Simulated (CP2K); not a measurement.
# GFN1-xTB run of C2H2ClFO (SMILES O/C(F)=C\Cl)

What is the energy change on altering one bond length of C2H2ClFO at GFN1-xTB? 

The results are computed with CP2K 2026.2.

2 further runs of the same task are left out: 1 that didn't finish, 1 set aside as unsound or not needed.

**1. The structure to begin with**

C2H2ClFO: 7 atoms, total charge 0, spin state singlet. As SMILES, `O/C(F)=C\Cl`. Geometry: relaxed at GFN2-xTB. This is one conformer, not always the lowest.

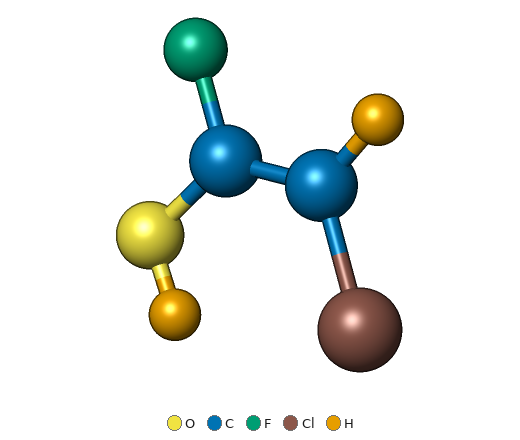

Viewed from a chosen angle; oxygen yellow, carbon blue, fluorine teal, chlorine brown, hydrogen amber.

**2. A single-point energy at GFN1-xTB**

The input, calc.inp:

```
&GLOBAL
    PROJECT_NAME calc
    RUN_TYPE ENERGY
    PRINT_LEVEL MEDIUM
&END GLOBAL

&FORCE_EVAL
    METHOD QS
    &DFT
        CHARGE 0
        MULTIPLICITY 1
        &QS
            METHOD XTB
            EPS_DEFAULT 1.0E-10
            &XTB
                GFN_TYPE 1
                CHECK_ATOMIC_CHARGES F
            &END XTB
        &END QS
        &POISSON
            PERIODIC NONE
            POISSON_SOLVER ANALYTIC
        &END POISSON
        &SCF
            SCF_GUESS ATOMIC
            EPS_SCF 1.0E-06
            MAX_SCF 100
            ADDED_MOS 8
            &DIAGONALIZATION
                ALGORITHM STANDARD
            &END DIAGONALIZATION
            &MIXING
                METHOD BROYDEN_MIXING
                ALPHA 0.4
                NBUFFER 8
            &END MIXING
            &SMEAR ON
                METHOD FERMI_DIRAC
                ELECTRONIC_TEMPERATURE [K] 300
            &END SMEAR
        &END SCF
        &PRINT
            &MOMENTS
                PERIODIC F
                REFERENCE COM
                MAX_MOMENT 1
            &END MOMENTS
            &MO ON
                ENERGIES T
                OCCUPATION_NUMBERS T
                NDIGITS 6
                &EACH
                    QS_SCF 0
                &END EACH
                ADD_LAST NUMERIC
            &END MO
            &HIRSHFELD OFF
            &END HIRSHFELD
        &END PRINT
    &END DFT
    &SUBSYS
        &CELL
            ABC [angstrom] 12.3 13.1 12.8
            PERIODIC NONE
        &END CELL
        &COORD
            O     -0.690570    -0.258860     1.330070
            C      0.194650    -0.467840     0.356710
            F      0.989960    -1.503020     0.628900
            C      0.348370     0.208530    -0.776780
            Cl    -0.688520     1.551190    -1.123280
            H     -1.247020     0.498750     1.096470
            H      1.093120    -0.028750    -1.512090
        &END COORD
        &TOPOLOGY
            &CENTER_COORDINATES
            &END CENTER_COORDINATES
        &END TOPOLOGY
    &END SUBSYS
&END FORCE_EVAL
```

The run is started by

```console
$ OMP_NUM_THREADS=1 cp2k.psmp calc.inp > calc.out
```

What it wrote:

```text
CP2K| version string:                                       CP2K version 2026.2
[...]
 GLOBAL| Method name                                                        CP2K
[...]
 GLOBAL| Run type                                                         ENERGY
[...]
                             - Atoms:                                          7
[...]
                             - Spherical basis functions:                     29
[...]
 Number of electrons:                                                         30
[...]
     1 NoMix/Diag. 0.40E+00    0.0     0.69863905       -19.2134475322 -1.92E+01
[...]
    53 Broy./Diag. 0.40E+00    0.0     0.00000017       -19.3699174212  3.63E-07
  *** SCF run converged in    53 steps ***
[...]
  Fermi energy:                                                -0.28073339261485
[...]
 TB_DIPOLE| Moment [Debye]         -0.64272488       1.26722144      -0.79852922
 TB_DIPOLE| Derivative [a.u.]       0.00000000       0.00000000       0.00000000
[...]
 ENERGY| Total FORCE_EVAL ( QS ) energy [hartree]            -19.369917421153875
[...]
```

It took 1.4 s on 1 thread of Intel Xeon Platinum 8488C (Sapphire Rapids), shared host; peak memory 0.19 GiB.

**3. The distorted shape, same level**

The input, job.inp:

```
&force_eval
   method QS
   &dft
      &qs
         method XTB
         eps_default 1.0E-10
         &xtb
            gfn_type 1
            check_atomic_charges F
         &end xtb
      &end qs
      &poisson
         periodic NONE
         poisson_solver ANALYTIC
      &end poisson
      ! self-consistent field
      &scf
         scf_guess ATOMIC
         eps_scf 1.0E-06
         max_scf 100
         added_mos 8
         &diagonalization
            algorithm STANDARD
         &end diagonalization
         &mixing
            method BROYDEN_MIXING
            alpha 0.4
            nbuffer 8
         &end mixing
         &smear ON
            method FERMI_DIRAC
            electronic_temperature [K] 300
         &end smear
      &end scf
      ! extra output
      &print
         &moments
            periodic F
            reference COM
            max_moment 1
         &end moments
         &mo ON
            energies T
            occupation_numbers T
            ndigits 6
            &each
               qs_scf 0
            &end each
            add_last NUMERIC
         &end mo
         &hirshfeld OFF
         &end hirshfeld
      &end print
   &end dft
   ! atoms, cell and kinds
   &subsys
      ! vacuum box
      &cell
         abc 12.3 13 12.8
         periodic NONE
      &end cell
      &coord
         O     -0.611013    -0.362412     1.357298
         C      0.274207    -0.571392     0.383938
         F      0.989960    -1.503020     0.628900
         C      0.427927     0.104978    -0.749552
         Cl    -0.608963     1.447638    -1.096052
         H     -1.167463     0.395198     1.123698
         H      1.172677    -0.132302    -1.484862
      &end coord
      &topology
         &center_coordinates
         &end center_coordinates
      &end topology
   &end subsys
&end force_eval

&global
   project job
   run_type ENERGY
   print_level MEDIUM
&end global
```

The run is started by

```console
$ OMP_NUM_THREADS=1 cp2k.psmp -i job.inp -o job.out
```

What it wrote:

```text
CP2K| version string:                                       CP2K version 2026.2
[...]
 GLOBAL| Method name                                                        CP2K
[...]
 GLOBAL| Run type                                                         ENERGY
[...]
                             - Atoms:                                          7
[...]
                             - Spherical basis functions:                     29
[...]
 Number of electrons:                                                         30
[...]
     1 NoMix/Diag. 0.40E+00    0.0     0.69888988       -19.2027822417 -1.92E+01
[...]
    59 Broy./Diag. 0.40E+00    0.0     0.00000096       -19.3545201260  1.19E-06
  *** SCF run converged in    59 steps ***
[...]
  Fermi energy:                                                -0.26433329637010
[...]
 TB_DIPOLE| Moment [Debye]         -0.28162763       0.62488796      -0.44166360
 TB_DIPOLE| Derivative [a.u.]       0.00000000       0.00000000       0.00000000
[...]
 ENERGY| Total FORCE_EVAL ( QS ) energy [hartree]            -19.354520126031336
[...]
```

Wall time 1.4 s (1 thread of Intel Xeon Platinum 8488C (Sapphire Rapids), shared host); peak memory 0.19 GiB.

**4. Summary of results**

At GFN1-xTB:

| quantity | value |
| --- | --- |
| first shape: total energy | -19.36992 Eh |
| first shape: dipole moment (from atomic charges alone) | 1.63 D |
| first shape: HOMO energy | -11.61 eV |
| first shape: LUMO energy | -6.74 eV |
| first shape: HOMO–LUMO gap | 4.87 eV |
| first shape: dispersion energy | -5.30 kJ/mol |
| distorted shape: total energy | -19.35452 Eh |
| distorted shape: dipole moment (from atomic charges alone) | 0.82 D |
| distorted shape: HOMO energy | -11.34 eV |
| distorted shape: LUMO energy | -6.30 eV |
| distorted shape: HOMO–LUMO gap | 5.05 eV |
| distorted shape: dispersion energy | -5.32 kJ/mol |
| energy change with the C2–F3 bond shortened from 1.333 to 1.200 Å | 0.419 eV |

In words: With the C2–F3 bond shortened from 1.333 to 1.200 Å the energy rises by 0.42 eV (9.7 kcal/mol). The first shape isn't relaxed at this level, so the change isn't measured from a minimum. The dipole (first shape) comes from point charges on the atoms alone, without atomic dipoles, so it is partial. The dipole (distorted shape) comes from point charges on the atoms alone, without atomic dipoles, so it is partial.
